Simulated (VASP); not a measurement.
Band structure of PtSe2 (1T layered). Method: PBE GGA with D4 dispersion, VASP's PBE PAW potentials (set 64) (plane waves; VASP 6.6.1).

Unless said otherwise, spin-orbit coupling is left out, though it shifts the bands of the heavy elements here.

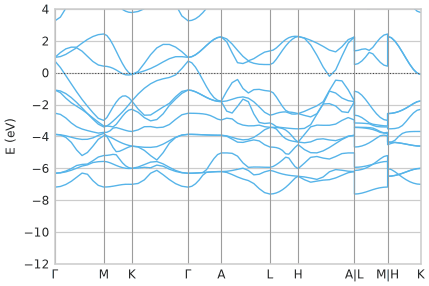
Bands along high-symmetry lines, zero at the valence-band maximum or, without a gap, the Fermi level

Q: Read the plot: is there a gap, and where are the band edges?

A: It has no gap at this level: it comes out as a metal or semimetal. (Edges off the drawn lines would not show.)

The compound is PtSe2 in the 1T layered structure. It was relaxed first.
